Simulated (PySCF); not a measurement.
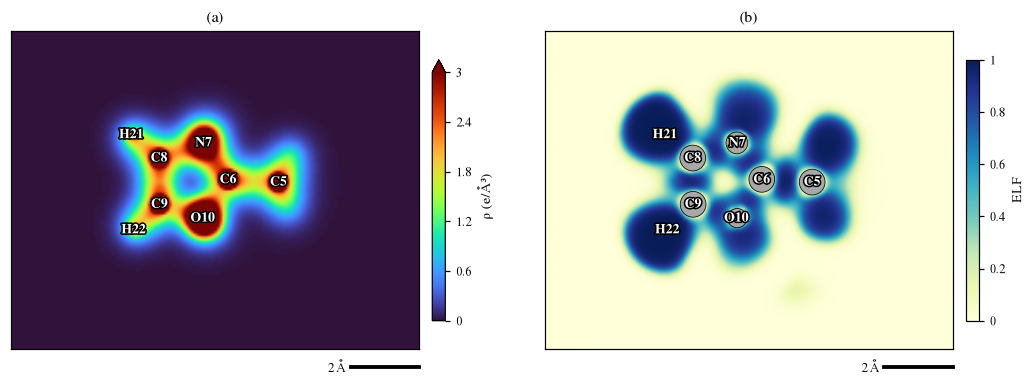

C6H12N2OSi. (a) electron density; (b) electron localisation function on the plane of atoms N7, C6 and O10. Grey discs cover the atomic cores in the ELF map.

Geometry: GFN2-xTB.

All numbers below come from PBE0/pcSseg-1, SCF density, gas phase, non-relativistic (PySCF).

```xyz
22

C    -3.4416   -0.1499    0.7688
N    -2.6632    0.7395   -0.0620
Si   -0.9419    0.7439   -0.1086
C    -0.4169   -1.0432   -0.5108
C     0.9193   -1.1014   -1.2587
C     1.9624   -0.3926   -0.4832
N     2.7718   -0.8983    0.3920
C     3.4852    0.1606    0.8791
C     3.0611    1.2889    0.2576
O     2.0905    0.9409   -0.6176
H    -2.9689   -1.1290    0.7764
H    -3.5193    0.2007    1.8040
H    -4.4500   -0.2520    0.3631
H    -3.1138    1.6374   -0.1491
H    -0.6453    1.6792   -1.1927
H    -0.2746    1.1603    1.1406
H    -1.1746   -1.5330   -1.1234
H    -0.3179   -1.6266    0.4057
H     0.8158   -0.6159   -2.2302
H     1.2362   -2.1359   -1.4014
H     4.2385    0.0256    1.6269
H     3.3369    2.3204    0.3219
```

### Interpret the plot.

- The section cuts through C, N, O and H sites.
- C–N (1.29 Å): ρ is about 2.7 e/Å³ halfway; the ELF peaks at about 0.90 between the atoms; localised, covalent bonding.
- C–O (1.35 Å): ρ at the midpoint is about 2.4 e/Å³, with its minimum of 2 e/Å³ about 0.5 Å from C; the ELF peaks at about 0.90 between the atoms, as expected for a shared but strongly polarised pair.
- C–C (1.36 Å): ρ is about 2.2 e/Å³ halfway; the ELF peaks at about 0.95 between the atoms: localised, covalent bonding.
- C–N (1.37 Å): ρ is about 2.3 e/Å³ halfway; the ELF peaks at about 0.90 between the atoms (a covalent bond).
- The ELF also peaks beside O10 and N7, away from the bonds: lone-pair regions.
